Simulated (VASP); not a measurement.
Band structure of TlCl (CsCl type). Level of theory: PBE GGA, VASP's PBE PAW potentials (set 64) (plane waves; VASP).

Unless said otherwise, spin-orbit coupling is left out, though it shifts the bands of the heavy elements here.

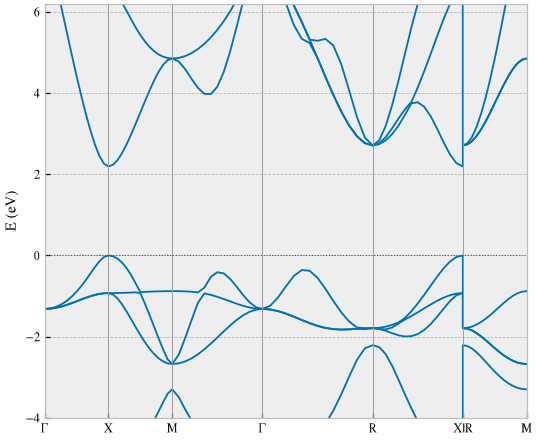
*Bands along high-symmetry lines, zero at the valence-band maximum or, without a gap, the Fermi level*

Read the plot: is there a gap, and where are the band edges?

The gap is direct, 2.19 eV, from the valence maximum at X to the conduction minimum at X. (Edges off the drawn lines would not show.)

The compound is TlCl in the CsCl type structure. It was relaxed first.
